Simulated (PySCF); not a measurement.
# GeH2Cl (SMILES [Cl][GeH2]): UBP86/aug-cc-pVDZ

Aim: the vertical ionisation energy of GeH2Cl at UBP86/aug-cc-pVDZ, from 2 runs. 

The calculation is run with PySCF 2.14.0.

**1. The molecule**

GeH2Cl has 4 atoms, charge 0, and is taken as a doublet. SMILES: `[Cl][GeH2]`. The coordinates come from a PBE0-D4/def2-TZVP relaxation.

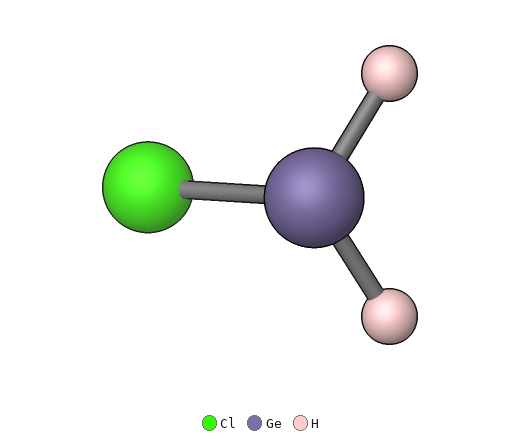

The structure, seen from a chosen angle (chlorine green, germanium purple, hydrogen pink).

**2. A single-point energy at UBP86/aug-cc-pVDZ**

The input, calc.py:

```python
from pyscf import gto, dft

mol = gto.M(
    atom='''
Cl      -1.562900       0.305200       0.993500
Ge       0.106700      -0.451100      -0.141600
H        0.072700       0.259600      -1.514200
H        1.383400      -0.113700       0.662300
''',
    basis='aug-cc-pvdz',
    verbose=3,
    spin=1,
    max_memory=1860,
)

mf = dft.UKS(mol, xc='bp86')
mf.grids.level = 0
mf.conv_tol = 1e-10
mf.kernel()
if not mf.converged:
    mf = mf.newton().run(mf.mo_coeff, mf.mo_occ)

energy = mf.e_tot
print(f'total energy: {energy:.8f} hartree')
```

Launch:

```
$ OMP_NUM_THREADS=1 python calc.py
```

Log:

```text
WARN: HOMO -0.18747920243317 >= LUMO -0.187479202433171

converged SCF energy = -2538.65945138748  <S^2> = 0.75129853  2S+1 = 2.0012981
total energy: -2538.65945139 hartree
```

Wall time 2.1 s (1 thread of Arm Neoverse V1, shared host); peak memory 0.17 GiB.

**3. The singlet cation**

The input, input.py:

```python
from pyscf import gto, dft

mol = gto.M(
    atom='''
Cl    -2.953453     0.576744     1.877443
Ge     0.201634    -0.852455    -0.267585
H      0.137383     0.490573    -2.861423
H      2.614247    -0.214862     1.251566
''',
    charge=1,
    basis='aug-cc-pvdz',
    max_memory=1860,
    verbose=4,
    unit='bohr',
)

mf = dft.RKS(mol, xc='bp86')
mf.grids.level = 0
mf.conv_tol = 1e-10
mf.kernel()
if not mf.converged:
    mf = mf.newton().run(mf.mo_coeff, mf.mo_occ)

etot = mf.e_tot
print(f'total energy: {etot:.8f} hartree')
```

Launch:

```
$ OMP_NUM_THREADS=1 python input.py
```

Log:

```text
PySCF version 2.14.0

[INPUT] num. atoms = 4
[INPUT] num. electrons = 50
[INPUT] charge = 1
[INPUT] spin (= nelec alpha-beta = 2S) = 0
[INPUT] symmetry False subgroup None
[INPUT] Mole.unit = bohr
[INPUT] Symbol           X                Y                Z      unit          X                Y                Z       unit  Magmom
[INPUT]  1 Cl    -1.562900021123   0.305199781335   0.993500050401 AA   -2.953453000000   0.576744000000   1.877443000000 Bohr   0.0
[INPUT]  2 Ge     0.106700117747  -0.451099759335  -0.141599883984 AA    0.201634000000  -0.852455000000  -0.267585000000 Bohr   0.0
[INPUT]  3 H      0.072699952768   0.259600051893  -1.514199842402 AA    0.137383000000   0.490573000000  -2.861423000000 Bohr   0.0
[INPUT]  4 H      1.383399936116  -0.113700073893   0.662300205162 AA    2.614247000000  -0.214862000000   1.251566000000 Bohr   0.0

nuclear repulsion = 161.647284054357
number of shells = 27
number of NR pGTOs = 158
number of NR cGTOs = 81
basis = aug-cc-pvdz
ecp = {}

******** <class 'pyscf.dft.rks.RKS'> ********
method = RKS
initial guess = minao
damping factor = 0
level_shift factor = 0
DIIS = <class 'pyscf.scf.diis.CDIIS'>
diis_start_cycle = 1
diis_space = 8
diis_damp = 0
SCF conv_tol = 1e-10
SCF conv_tol_grad = None
SCF max_cycles = 50
direct_scf = True
direct_scf_tol = 1e-13
XC library pyscf.dft.libxc version 7.0.0
    S. Lehtola, C. Steigemann, M. J.T. Oliveira, and M. A.L. Marques.,  SoftwareX 7, 1–5 (2018)
XC functionals = bp86
    A. D. Becke.,  Phys. Rev. A 38, 3098 (1988)
    J. P. Perdew.,  Phys. Rev. B 33, 8822 (1986)
radial grids:
    Treutler-Ahlrichs [JCP 102, 346 (1995); DOI:10.1063/1.469408] (M4) radial grids

becke partition: Becke, JCP 88, 2547 (1988); DOI:10.1063/1.454033
pruning grids: <function nwchem_prune>
grids dens level: 0
symmetrized grids: False
atomic radii adjust function: <function treutler_atomic_radii_adjust>
small_rho_cutoff = 0
Set gradient conv threshold to 1e-05
Initial guess from minao.
tot grids = 5312
init E= -2538.10388583804
  HOMO = -0.322358689192595  LUMO = -0.187479171856337  gap/eV = 3.67026
cycle= 1 E= -2538.24929428081  delta_E= -0.145  |g|= 0.47  |ddm|= 1.57
  HOMO = -0.455466401843633  LUMO = -0.445966809352023  gap/eV = 0.25850
cycle= 2 E= -2537.20975890138  delta_E= 1.04  |g|= 1.58  |ddm|= 2.06
  HOMO = -0.545352332894578  LUMO = -0.456204734926719  gap/eV = 2.42583
cycle= 3 E= -2538.31074325188  delta_E= -1.1  |g|= 0.236  |ddm|= 1.77
  HOMO = -0.50895300188657  LUMO = -0.440244614628034  gap/eV = 1.86965
cycle= 4 E= -2538.33106815451  delta_E= -0.0203  |g|= 0.0564  |ddm|= 0.398
  HOMO = -0.513156267106497  LUMO = -0.446396911465905  gap/eV = 1.81661
cycle= 5 E= -2538.33196179393  delta_E= -0.000894  |g|= 0.0245  |ddm|= 0.0712
  HOMO = -0.514172336683103  LUMO = -0.445495261137971  gap/eV = 1.86880
cycle= 6 E= -2538.33222564888  delta_E= -0.000264  |g|= 0.00679  |ddm|= 0.0273
  HOMO = -0.514462006812027  LUMO = -0.445117811458945  gap/eV = 1.88695
cycle= 7 E= -2538.33224624871  delta_E= -2.06e-05  |g|= 0.00121  |ddm|= 0.00841
  HOMO = -0.514513419082379  LUMO = -0.445085353984894  gap/eV = 1.88923
cycle= 8 E= -2538.33224668864  delta_E= -4.4e-07  |g|= 0.000225  |ddm|= 0.00115
  HOMO = -0.51451454001603  LUMO = -0.445078733130455  gap/eV = 1.88944
cycle= 9 E= -2538.33224670843  delta_E= -1.98e-08  |g|= 4.38e-05  |ddm|= 0.000317
  HOMO = -0.514515573463325  LUMO = -0.44507600269082  gap/eV = 1.88955
cycle= 10 E= -2538.33224670938  delta_E= -9.51e-10  |g|= 4.88e-06  |ddm|= 5.92e-05
  HOMO = -0.514515691155183  LUMO = -0.445076035386973  gap/eV = 1.88955
cycle= 11 E= -2538.3322467094  delta_E= -1.73e-11  |g|= 1.52e-06  |ddm|= 6.01e-06
  HOMO = -0.514515587750211  LUMO = -0.445076059698642  gap/eV = 1.88955
Extra cycle  E= -2538.33224670939  delta_E= 5.46e-12  |g|= 1.58e-06  |ddm|= 3.77e-06
converged SCF energy = -2538.33224670939
total energy: -2538.33224671 hartree
```

Run time: 1.8 s. Hardware: 1 thread of Arm Neoverse V1, shared host; peak memory 0.17 GiB.

**4. What came out**

At UBP86/aug-cc-pVDZ:

```
                                          quantity           value
                      doublet GeH2Cl: total energy  -2538.65945 Eh
                     doublet GeH2Cl: dipole moment          1.65 D
doublet GeH2Cl: HOMO energy (highest over α and β)        -5.64 eV
 doublet GeH2Cl: LUMO energy (lowest over α and β)        -4.41 eV
                              doublet GeH2Cl: ⟨S²⟩           0.751
                      singlet cation: total energy  -2538.33225 Eh
                       singlet cation: HOMO energy       -14.00 eV
                       singlet cation: LUMO energy       -12.11 eV
                     singlet cation: HOMO–LUMO gap         1.89 eV
vertical ionisation energy (to the singlet cation)        8.904 eV
```

**Reading.** Removing an electron at fixed nuclei costs 8.90 eV (859 kJ/mol). Only the singlet of the ionised species was computed; a triplet could lie lower. Mulliken charges (doublet GeH2Cl) run from -0.32 on Cl1 to +0.19 on H4; in a basis this large or diffuse they mean little. Mulliken charges (singlet cation) run from -0.04 on Cl1 to +0.56 on Ge2; in a basis this large or diffuse they mean little.
